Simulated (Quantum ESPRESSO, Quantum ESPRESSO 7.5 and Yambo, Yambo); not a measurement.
**Quasiparticle gap of KI (Fm-3m) in Yambo**

Aim: the G0W0 gap of KI (Fm-3m) on PBE, step by step.

Method: PBE and many-body steps on it, plane waves, in Quantum ESPRESSO 7.5 and Yambo 5.3.0.

### Step 1. Set-up

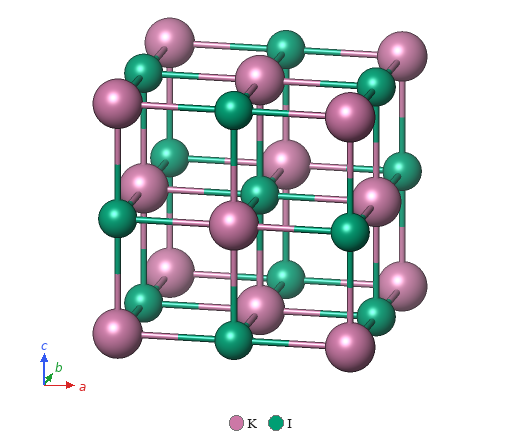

The cell as given, slightly off an axis (potassium pink, iodine teal). This picture shows the conventional cell, with its axes. Some periodic images of atoms are drawn too.

The cell and positions come from the Crystallography Open Database and are kept as given unless a step says otherwise. Spin-orbit coupling is left out unless a step names it.

### Step 2. Ground state

This step: Quantum ESPRESSO 7.5; DFT, PBE, plane waves, norm-conserving pseudopotentials.

The ground-state density comes first.

pw.in reads:

```
&control
  calculation = 'scf'
  prefix = 'x'
  outdir = 'o'
  pseudo_dir = 'pseudo'
/
&system
  ibrav = 0
  nat = 2
  ntyp = 2
  ecutwfc = 76.0
  nbnd = 22
  force_symmorphic = .true.
/
&electrons
  conv_thr = 1e-10
  electron_maxstep = 80
  mixing_beta = 0.5
/
ATOMIC_SPECIES
  K 39.098 K.upf
  I 126.9 I.upf
CELL_PARAMETERS angstrom
  0.0000000000 3.5327750000 3.5327750000
  3.5327750000 0.0000000000 3.5327750000
  3.5327750000 3.5327750000 -0.0000000000
ATOMIC_POSITIONS crystal
  K 0.0000000000 0.0000000000 0.0000000000
  I 0.5000000000 0.5000000000 0.5000000000
K_POINTS automatic
  6 6 6 0 0 0
```

Command:

```console
OMP_NUM_THREADS=1 mpirun -n 16 pw.x -nk 8 -in pw.in > pw.out
```

Log:

```text
Program PWSCF v.7.5 starts

     This program is part of the open-source Quantum ESPRESSO suite
     for quantum simulation of materials; please cite
         "P. Giannozzi et al., J. Phys.:Condens. Matter 21 395502 (2009);
         "P. Giannozzi et al., J. Phys.:Condens. Matter 29 465901 (2017);
         "P. Giannozzi et al., J. Chem. Phys. 152 154105 (2020);
     in publications or presentations arising from this work. More details at
     Message from routine setup:
     using ibrav=0 with symmetry is DISCOURAGED, use correct ibrav instead

     bravais-lattice index     =            0
     lattice parameter (alat)  =       9.4413  a.u.
     unit-cell volume          =     595.0789 (a.u.)^3
     number of atoms/cell      =            2
     number of atomic types    =            2
     number of electrons       =        34.00
     number of Kohn-Sham states=           22
     kinetic-energy cutoff     =      76.0000  Ry
     charge density cutoff     =     304.0000  Ry
     scf convergence threshold =      1.0E-10
     mixing beta               =       0.5000
     number of iterations used =            8  plain     mixing
     Exchange-correlation= PBE
                           (   1   4   3   4   0   0   0)

     celldm(1)=   9.441258  celldm(2)=   0.000000  celldm(3)=   0.000000
     celldm(4)=   0.000000  celldm(5)=   0.000000  celldm(6)=   0.000000

     crystal axes: (cart. coord. in units of alat)
               a(1) = (   0.000000   0.707107   0.707107 )
               a(2) = (   0.707107   0.000000   0.707107 )
               a(3) = (   0.707107   0.707107  -0.000000 )

     reciprocal axes: (cart. coord. in units 2 pi/alat)
               b(1) = ( -0.707107  0.707107  0.707107 )
               b(2) = (  0.707107 -0.707107  0.707107 )
               b(3) = (  0.707107  0.707107 -0.707107 )
     Pseudo is Norm-conserving + core correction, Zval =  9.0
     Generated using ONCVPSP code by D. R. Hamann
     Using radial grid of 2222 points,  6 beta functions with:
     Pseudo is Norm-conserving + core correction, Zval = 25.0
     Generated using ONCVPSP code by D. R. Hamann
     Using radial grid of 1188 points,  8 beta functions with:
     K                 9.00    39.09800     K ( 1.00)
     I                25.00   126.90000     I ( 1.00)

     48 Sym. Ops., with inversion, found

   Cartesian axes

     site n.     atom                  positions (alat units)
         1        K      tau(   1) = (   0.0000000   0.0000000   0.0000000  )
         2        I      tau(   2) = (   0.7071068   0.7071068   0.7071068  )

     number of k points=    16
                       cart. coord. in units 2pi/alat
        k(    1) = (   0.0000000   0.0000000   0.0000000), wk =   0.0092593
        k(    2) = (   0.1178511   0.1178511  -0.1178511), wk =   0.0740741
        k(    3) = (   0.2357023   0.2357023  -0.2357023), wk =   0.0740741
        k(    4) = (  -0.3535534  -0.3535534   0.3535534), wk =   0.0370370
        k(    5) = (   0.2357023   0.0000000  -0.0000000), wk =   0.0555556
        k(    6) = (   0.3535534   0.1178511  -0.1178511), wk =   0.2222222
        k(    7) = (  -0.2357023  -0.4714045   0.4714045), wk =   0.2222222
        k(    8) = (  -0.1178511  -0.3535534   0.3535534), wk =   0.2222222
        k(    9) = (   0.0000000  -0.2357023   0.2357023), wk =   0.1111111
        k(   10) = (   0.4714045   0.0000000  -0.0000000), wk =   0.0555556
     [... 4 further rows ...]
        k(   15) = (  -0.1178511  -0.3535534   0.5892557), wk =   0.2222222
        k(   16) = (  -0.7071068   0.2357023   0.0000000), wk =   0.1111111

     Dense  grid:    53377 G-vectors     FFT dimensions: (  54,  54,  54)

     Initial potential from superposition of free atoms

     starting charge      33.9807, renormalised to      34.0000
     Starting wfcs are   18 randomized atomic wfcs +    4 random wfcs

     per-process dynamical memory:    23.8 Mb

     Self-consistent Calculation

     iteration #  1     ecut=    76.00 Ry     beta= 0.50

     Threshold (ethr) on eigenvalues was too large:
     Diagonalizing with lowered threshold

     total energy              =    -685.65862190 Ry
     estimated scf accuracy    <       0.02471495 Ry

     iteration #  2     ecut=    76.00 Ry     beta= 0.50

     total energy              =    -685.66145521 Ry
     estimated scf accuracy    <       0.00235853 Ry

     iteration #  3     ecut=    76.00 Ry     beta= 0.50

     total energy              =    -685.66198337 Ry
     estimated scf accuracy    <       0.00023916 Ry

     iteration #  4     ecut=    76.00 Ry     beta= 0.50

     total energy              =    -685.66204324 Ry
     estimated scf accuracy    <       0.00002914 Ry

     iteration #  5     ecut=    76.00 Ry     beta= 0.50

     total energy              =    -685.66205055 Ry
     estimated scf accuracy    <       0.00000046 Ry

     iteration #  6     ecut=    76.00 Ry     beta= 0.50

     total energy              =    -685.66205106 Ry
     estimated scf accuracy    <       0.00000005 Ry

     iteration #  7     ecut=    76.00 Ry     beta= 0.50

     total energy              =    -685.66205108 Ry
     estimated scf accuracy    <          3.1E-09 Ry

     iteration #  8     ecut=    76.00 Ry     beta= 0.50

     total energy              =    -685.66205108 Ry
     estimated scf accuracy    <          1.1E-10 Ry

     iteration #  9     ecut=    76.00 Ry     beta= 0.50

     End of self-consistent calculation

          k = 0.0000 0.0000 0.0000 (  6615 PWs)   bands (ev):

  -170.5834-117.4416-117.4416-117.4416 -39.8304 -39.8304 -39.8214 -39.8214
   -39.8214 -25.6599  -9.1471  -9.1471  -9.1471  -7.6826   2.8347   2.8347
     2.8347   6.8023   9.3581   9.3581   9.3583  10.0787

          k = 0.1179 0.1179-0.1179 (  6645 PWs)   bands (ev):

  -170.5835-117.4417-117.4417-117.4417 -39.8371 -39.8371 -39.8300 -39.8300
   -39.8268 -25.6594  -9.1881  -9.1477  -9.1477  -7.6103   2.4191   2.7447
     2.7447   7.4248   9.2753   9.6482   9.6482  10.3944

          k = 0.2357 0.2357-0.2357 (  6634 PWs)   bands (ev):

  -170.5835-117.4417-117.4416-117.4416 -39.8338 -39.8338 -39.8314 -39.8249
   -39.8249 -25.6584  -9.2613  -9.1488  -9.1488  -7.4724   1.7847   2.5779
     2.5779   8.1956   9.8647  10.3544  10.3544  11.2227

          k =-0.3536-0.3536 0.3536 (  6658 PWs)   bands (ev):

     [... further k-points ...]

     highest occupied, lowest unoccupied level (ev):     2.8347    6.8023

!    total energy              =    -685.66205108 Ry
     estimated scf accuracy    <          2.3E-11 Ry

     The total energy is the sum of the following terms:
     one-electron contribution =    -589.30598508 Ry
     hartree contribution      =     274.97326881 Ry
     xc contribution           =     -92.17226871 Ry
     ewald contribution        =    -279.15706610 Ry

     convergence has been achieved in   9 iterations

     XML data file, charge density, pseudopotentials, collected wavefunctions

=------------------------------------------------------------------------------=
   JOB DONE.
=------------------------------------------------------------------------------=
```

Run time: 4.9 s. Hardware: 16 MPI ranks of Intel Xeon 6975P-C (Granite Rapids), shared host; peak memory 1.1 GiB; 70 s of CPU time.

Numbers from this step:

```
total energy               : -9328.9075 eV
gap                        : 3.968 eV
k of the valence top       : 0, 0, 0
k of the conduction bottom : 0, 0, 0
least direct gap           : 3.968 eV
```

The gap is direct, at Γ.

### Step 3. Bands along the symmetry lines

Levels along a band path, at the cheap level, show where the edges lie and whether the meshes to come will hold them.

pw.in reads:

```
&control
  calculation = 'bands'
  prefix = 'x'
  outdir = 'o'
  pseudo_dir = 'pseudo'
/
&system
  ibrav = 0
  nat = 2
  ntyp = 2
  ecutwfc = 76.0
  nbnd = 23
  force_symmorphic = .true.
/
&electrons
  conv_thr = 1e-9
  electron_maxstep = 80
  diago_full_acc = .true.
  diago_thr_init = 5e-6
/
ATOMIC_SPECIES
  K 39.098 K.upf
  I 126.9 I.upf
CELL_PARAMETERS angstrom
  0.0000000000 3.5327750000 3.5327750000
  3.5327750000 0.0000000000 3.5327750000
  3.5327750000 3.5327750000 -0.0000000000
ATOMIC_POSITIONS crystal
  K 0.0000000000 0.0000000000 0.0000000000
  I 0.5000000000 0.5000000000 0.5000000000
K_POINTS crystal
  50
  0.00000000 0.00000000 0.00000000 1
  0.06250000 0.00000000 0.06250000 1
  0.12500000 0.00000000 0.12500000 1
  0.18750000 0.00000000 0.18750000 1
  0.25000000 0.00000000 0.25000000 1
  0.31250000 0.00000000 0.31250000 1
  0.37500000 0.00000000 0.37500000 1
  0.43750000 0.00000000 0.43750000 1
  0.50000000 0.00000000 0.50000000 1
  0.51562500 0.03125000 0.51562500 1
  0.53125000 0.06250000 0.53125000 1
  0.54687500 0.09375000 0.54687500 1
  0.56250000 0.12500000 0.56250000 1
  0.57812500 0.15625000 0.57812500 1
  0.59375000 0.18750000 0.59375000 1
  0.60937500 0.21875000 0.60937500 1
  0.62500000 0.25000000 0.62500000 1
  0.37500000 0.37500000 0.75000000 1
  0.32812500 0.32812500 0.65625000 1
  0.28125000 0.28125000 0.56250000 1
  0.23437500 0.23437500 0.46875000 1
  0.18750000 0.18750000 0.37500000 1
  0.14062500 0.14062500 0.28125000 1
  0.09375000 0.09375000 0.18750000 1
  0.04687500 0.04687500 0.09375000 1
  0.00000000 0.00000000 0.00000000 1
  0.06250000 0.06250000 0.06250000 1
  0.12500000 0.12500000 0.12500000 1
  0.18750000 0.18750000 0.18750000 1
  0.25000000 0.25000000 0.25000000 1
  0.31250000 0.31250000 0.31250000 1
  0.37500000 0.37500000 0.37500000 1
  0.43750000 0.43750000 0.43750000 1
  0.50000000 0.50000000 0.50000000 1
  0.50000000 0.46875000 0.53125000 1
  0.50000000 0.43750000 0.56250000 1
  0.50000000 0.40625000 0.59375000 1
  0.50000000 0.37500000 0.62500000 1
  0.50000000 0.34375000 0.65625000 1
  0.50000000 0.31250000 0.68750000 1
  0.50000000 0.28125000 0.71875000 1
  0.50000000 0.25000000 0.75000000 1
  0.50000000 0.21875000 0.71875000 1
  0.50000000 0.18750000 0.68750000 1
  0.50000000 0.15625000 0.65625000 1
  0.50000000 0.12500000 0.62500000 1
  0.50000000 0.09375000 0.59375000 1
  0.50000000 0.06250000 0.56250000 1
  0.50000000 0.03125000 0.53125000 1
  0.50000000 0.00000000 0.50000000 1
```

Command:

```console
OMP_NUM_THREADS=1 mpirun -n 16 pw.x -nk 16 -in pw.in > pw.out
```

Log:

```text
[banner, memory and clock lines left out]
Program PWSCF v.7.5 starts

     Atomic positions and unit cell read from directory:
     o/x.save/

     Message from routine setup:
     using ibrav=0 with symmetry is DISCOURAGED, use correct ibrav instead

     G-vector sticks info

     bravais-lattice index     =            0
     lattice parameter (alat)  =       9.4413  a.u.
     unit-cell volume          =     595.0789 (a.u.)^3
     number of atoms/cell      =            2
     number of atomic types    =            2
     number of electrons       =        34.00
     number of Kohn-Sham states=           23
     kinetic-energy cutoff     =      76.0000  Ry
     charge density cutoff     =     304.0000  Ry
     Exchange-correlation= PBE
                           (   1   4   3   4   0   0   0)

     celldm(1)=   9.441258  celldm(2)=   0.000000  celldm(3)=   0.000000
     celldm(4)=   0.000000  celldm(5)=   0.000000  celldm(6)=   0.000000

     crystal axes: (cart. coord. in units of alat)
               a(1) = (   0.000000   0.707107   0.707107 )
               a(2) = (   0.707107   0.000000   0.707107 )
               a(3) = (   0.707107   0.707107  -0.000000 )

     reciprocal axes: (cart. coord. in units 2 pi/alat)
               b(1) = ( -0.707107  0.707107  0.707107 )
               b(2) = (  0.707107 -0.707107  0.707107 )
               b(3) = (  0.707107  0.707107 -0.707107 )
     Pseudo is Norm-conserving + core correction, Zval =  9.0
     Generated using ONCVPSP code by D. R. Hamann
     Using radial grid of 2222 points,  6 beta functions with:
     Pseudo is Norm-conserving + core correction, Zval = 25.0
     Generated using ONCVPSP code by D. R. Hamann
     Using radial grid of 1188 points,  8 beta functions with:
     K                 9.00    39.09800     K ( 1.00)
     I                25.00   126.90000     I ( 1.00)

     48 Sym. Ops., with inversion, found

   Cartesian axes

     site n.     atom                  positions (alat units)
         1        K      tau(   1) = (   0.0000000   0.0000000   0.0000000  )
         2        I      tau(   2) = (   0.7071068   0.7071068   0.7071068  )

     number of k points=    50
                       cart. coord. in units 2pi/alat
        k(    1) = (   0.0000000   0.0000000   0.0000000), wk =   0.0400000
        k(    2) = (   0.0000000   0.0883883   0.0000000), wk =   0.0400000
        k(    3) = (   0.0000000   0.1767767   0.0000000), wk =   0.0400000
[...]
[... 38 further rows ...]
        k(   49) = (   0.0441942   0.7071068   0.0000000), wk =   0.0400000
        k(   50) = (   0.0000000   0.7071068   0.0000000), wk =   0.0400000

     Dense  grid:    53377 G-vectors     FFT dimensions: (  54,  54,  54)

     The potential is recalculated from file :
     o/x.save/charge-density

     Starting wfcs are   18 randomized atomic wfcs +    5 random wfcs

     Band Structure Calculation

     End of band structure calculation

          k = 0.0000 0.0000 0.0000 (  6615 PWs)   bands (ev):

  -170.5834-117.4416-117.4416-117.4416 -39.8303 -39.8303 -39.8214 -39.8214
   -39.8214 -25.6599  -9.1471  -9.1471  -9.1471  -7.6826   2.8348   2.8348
     2.8348   6.8023   9.3581   9.3581   9.3581  10.0788  10.0788

          k = 0.0000 0.0884 0.0000 (  6647 PWs)   bands (ev):

  -170.5835-117.4416-117.4416-117.4416 -39.8387 -39.8333 -39.8308 -39.8308
   -39.8263 -25.6598  -9.1544  -9.1478  -9.1478  -7.6681   2.7413   2.8173
     2.8173   6.9381   9.2512   9.4527   9.4527  10.1051  10.1695

          k = 0.0000 0.1768 0.0000 (  6651 PWs)   bands (ev):

  -170.5835-117.4417-117.4417-117.4416 -39.8457 -39.8354 -39.8304 -39.8275
   -39.8275 -25.6595  -9.1723  -9.1498  -9.1498  -7.6310   2.5166   2.7694
     2.7694   7.2817   8.9915   9.7302   9.7302  10.1828  10.4245

          k =-0.0000 0.2652 0.0000 (  6651 PWs)   bands (ev):

[...]
k = 0.0000 0.4419-0.0000 (  6674 PWs)   bands (ev):

[...]
k =-0.0000 0.5303 0.0000 (  6678 PWs)   bands (ev):

[...]
k = 0.0000 0.6187-0.0000 (  6670 PWs)   bands (ev):

[...]
k = 0.4640 0.4640-0.0000 (  6663 PWs)   bands (ev):

[...]
k = 0.3315 0.3315-0.0000 (  6641 PWs)   bands (ev):

[...]
k = 0.3094 0.7071-0.0000 (  6674 PWs)   bands (ev):

[...]
k = 0.2210 0.7071-0.0000 (  6660 PWs)   bands (ev):

[...]
k = 0.1768 0.7071-0.0000 (  6678 PWs)   bands (ev):

[...]
k = 0.0442 0.7071 0.0000 (  6690 PWs)   bands (ev):

  -170.5836-117.4418-117.4417-117.4417 -39.8507 -39.8459 -39.8452 -39.8434
   -39.8249 -25.6572  -9.1921  -9.1667  -9.1657  -7.5390   1.8475   2.4610
     2.4622   7.8197   8.6508  10.9697  11.5276  11.5563  12.4551

          k = 0.0000 0.7071 0.0000 (  6710 PWs)   bands (ev):

  -170.5836-117.4418-117.4417-117.4417 -39.8536 -39.8502 -39.8481 -39.8481
   -39.8325 -25.6572  -9.1923  -9.1654  -9.1654  -7.5413   1.8429   2.4704
     2.4704   7.7921   8.6215  10.9555  11.5438  11.6391  12.4158

     XML data file, pseudopotentials, collected wavefunctions
```

It took 4.4 s on 16 MPI ranks; peak memory 1.3 GiB.

Numbers from this step:

| Property | Result |
| --- | --- |
| gap | 3.968 eV |
| k of the valence top | 0, 0, 0 |
| k of the conduction bottom | 0, 0, 0 |
| least direct gap | 3.968 eV |

The gap is 3.968 eV, as in the run before at this level.

The electronic bands at the labelled points (eV, zero at the top of the highest filled band):

```csv
point,band 14,band 15,band 16,band 17,band 18,band 19,band 20,band 21
Γ,-10.52,0.00,0.00,0.00,3.97,6.52,6.52,6.52
X,-10.38,-0.99,-0.36,-0.36,4.96,5.79,8.12,8.71
U,-10.32,-0.85,-0.75,-0.38,5.63,6.66,7.63,8.28
jump to K,-10.32,-0.85,-0.75,-0.38,5.63,6.66,7.63,8.28
Γ,-10.52,0.00,0.00,0.00,3.97,6.52,6.52,6.52
L,-10.24,-1.31,-0.33,-0.33,5.54,7.71,8.19,8.19
W,-10.32,-0.72,-0.72,-0.60,6.48,6.48,6.66,8.19
X,-10.38,-0.99,-0.36,-0.36,4.96,5.79,8.12,8.71
```

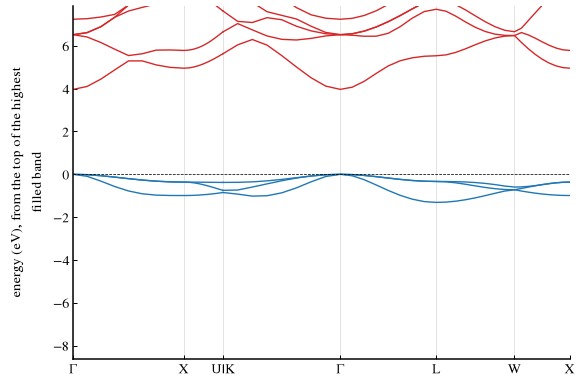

Electronic bands along the path; lines of filled and empty bands in two colours.

(Part 1 of 2 ends here.)

[Paths, hosts, dates, memory and timing lines, banners, echoed tables and standing remarks are left out of the program output.]

[Logs are printed without paths, hosts, clocks, repeated set-up lines and the standing remarks that a program may print on its own settings, such as how far it seeks lower states.]

[Runs of the session that timed out or met a known fault of the program may be left out.]

[Hosts, paths, dates, database ids (printed as entryN), source tags and the programs' standing remarks are cut or masked in the printed files.]
